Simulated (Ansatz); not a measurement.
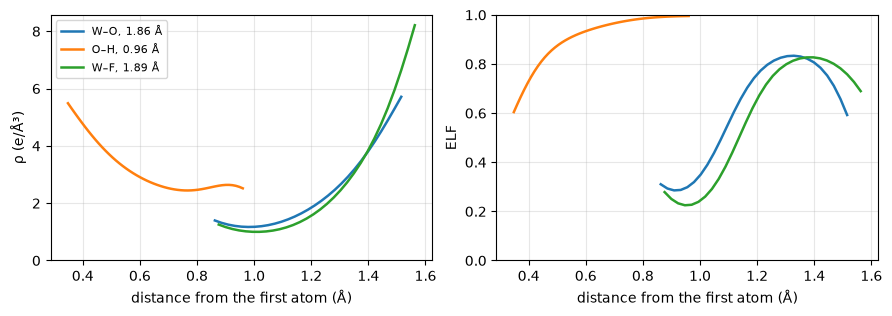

Figure 1: F₂H₄O₄W. Electron density and ELF along straight lines between neighbouring atoms. The curves leave out the atomic cores.

Geometry: PBE0-D4/def2-TZVP; core potentials replace the inner electrons of W.

Theory: RKS PBE0-D4/def2-TZVPP (Ansatz 0.2.0).

Input

```
crystal:
  periodic: [false, false, false]
  atoms:
    - {symbol: O, position_ang: [-1.357836, -1.072441, 0.900610]}
    - {symbol: W, position_ang: [-0.043911, -0.015505, 0.104437]}
    - {symbol: O, position_ang: [1.466062, -1.001083, 0.627251]}
    - {symbol: O, position_ang: [0.846430, 1.344504, -0.848707]}
    - {symbol: O, position_ang: [-0.143872, -1.030116, -1.466565]}
    - {symbol: F, position_ang: [0.296695, 0.923943, 1.713454]}
    - {symbol: F, position_ang: [-1.529147, 1.165470, -0.144713]}
    - {symbol: H, position_ang: [-2.282246, -0.821608, 0.975210]}
    - {symbol: H, position_ang: [1.926133, -0.785437, 1.443776]}
    - {symbol: H, position_ang: [0.418164, 2.177073, -1.062727]}
    - {symbol: H, position_ang: [0.403518, -0.884800, -2.242027]}
basis:
  gaussian: {orbitals: def2-TZVPP}
hamiltonian: {xc: pbe0, dispersion: d4}
output: {orbitals: {seedname: orbitals}}
```

Launched as:

```sh
ansatz run in.yaml --threads 8 --pin off --events-out ev --progress --plain --max-ram 20889MiB
```

Question: What can be read from the curves?

Answer: W–O (1.86 Å): the density is about 1.2 e/Å³ at the midpoint; the ELF peaks at about 0.85 in the valence shell of O, 0.5 Å from its nucleus, and drops to about 0.30 between the two atoms.
O–H (0.96 Å): ρ is about 3.8 e/Å³ halfway; the ELF climbs to about 1 towards the hydrogen, as it does in any bond to H; a covalent bond by its length.
W–F (1.89 Å): ρ is about 1.1 e/Å³ halfway; the ELF peaks at about 0.85 in the valence shell of F, 0.5 Å from its nucleus, and drops to about 0.20 between the two atoms.
